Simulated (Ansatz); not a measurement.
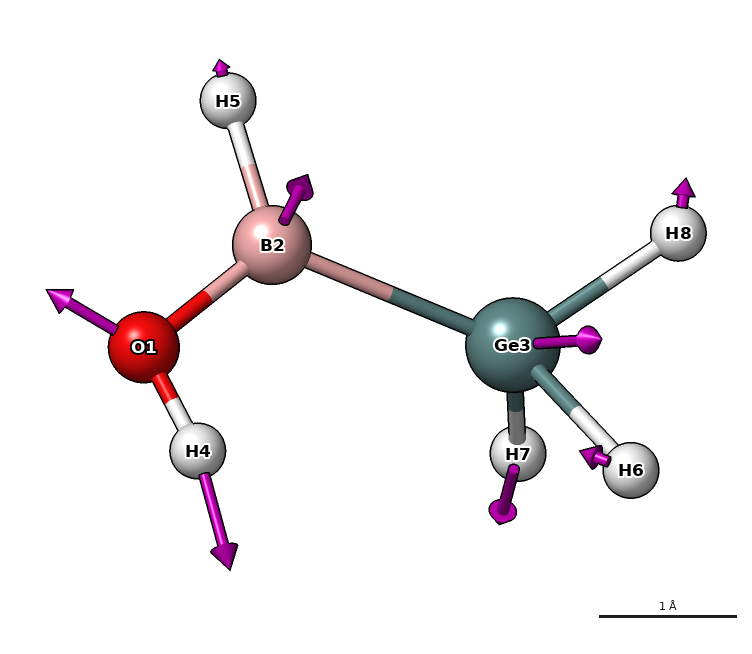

Arrows show the forces on the atoms, 0.2 Å of arrow for 1 eV/Å; forces under a tenth of the largest aren't drawn. Level of theory: RHF-CCSD(T) (frozen core)/def2-TZVPP (Ansatz 0.2.0).

List the force components in the frame of the picture (x right, y up, z towards the viewer), in eV/Å.

| atom | Fx | Fy | Fz |
| --- | --- | --- | --- |
| O1 | −2.61 | 1.54 | 0.42 |
| B2 | 0.89 | 1.76 | −1.84 |
| Ge3 | 2.39 | 0.16 | 3.46 |
| H4 | 0.97 | −3.56 | 1.27 |
| H5 | −0.14 | 0.63 | 0.10 |
| H6 | −1.11 | 0.42 | −0.45 |
| H7 | −0.56 | −2.09 | −2.85 |
| H8 | 0.16 | 1.14 | −0.10 |
